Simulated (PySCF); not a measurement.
```yaml
atoms:
  - { symbol: C, position_ang: [0.8835, -0.8863, 0.7531] }
  - { symbol: O, position_ang: [0.8595, -0.1494, -0.3306] }
  - { symbol: Si, position_ang: [2.3238, -0.1562, -1.2425] }
  - { symbol: O, position_ang: [-0.2916, -0.8030, 1.3651] }
  - { symbol: P, position_ang: [-1.6461, 0.0641, 0.9471] }
  - { symbol: O, position_ang: [-2.7248, -0.1190, 1.9292] }
  - { symbol: O, position_ang: [-1.1048, 1.5615, 0.7720] }
  - { symbol: O, position_ang: [-1.9603, -0.4235, -0.5456] }
  - { symbol: H, position_ang: [2.0193, 0.7220, -2.4008] }
  - { symbol: H, position_ang: [2.6179, -1.5439, -1.6810] }
  - { symbol: H, position_ang: [3.4160, 0.4080, -0.4097] }
  - { symbol: H, position_ang: [-1.5411, 2.1308, 1.4211] }
  - { symbol: H, position_ang: [-2.8412, -0.8222, -0.5699] }
```

Geometry: PBE0-D3(BJ)/def2-SVP.

These are results of PBE0/pcSseg-1, SCF density, gas phase, non-relativistic in PySCF, not measurements.

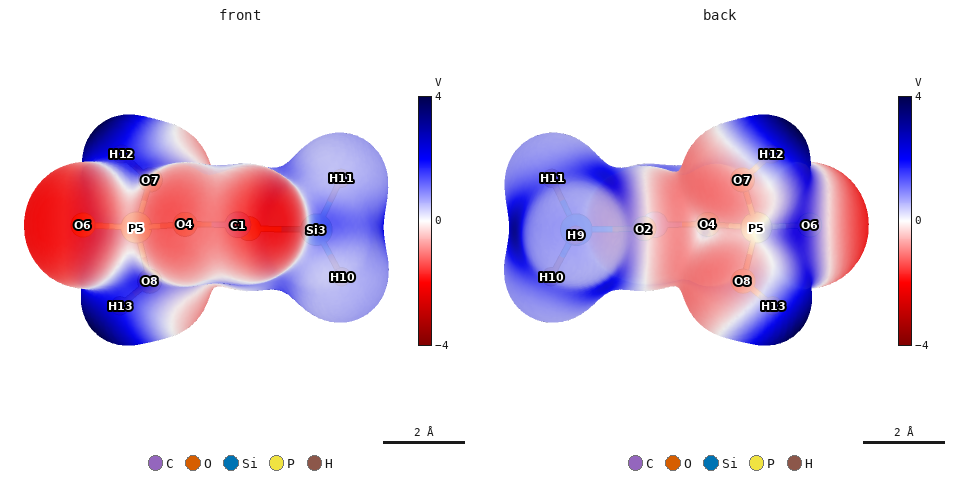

CH5O5PSi (SMILES O=P(O)(O)O[C]O[SiH3]). The electrostatic potential painted on the density surface at 0.004 e/bohr³, seen from the front and from behind; red is negative and blue positive.

**Describe the electrostatic potential map.**

The most negative region (about −2.0 V) lies over C1 and O6, the most positive (about +3.9 V) over H12 and H13.

**What dipole moment does the calculation give?**

Its dipole moment is 3.47 D.
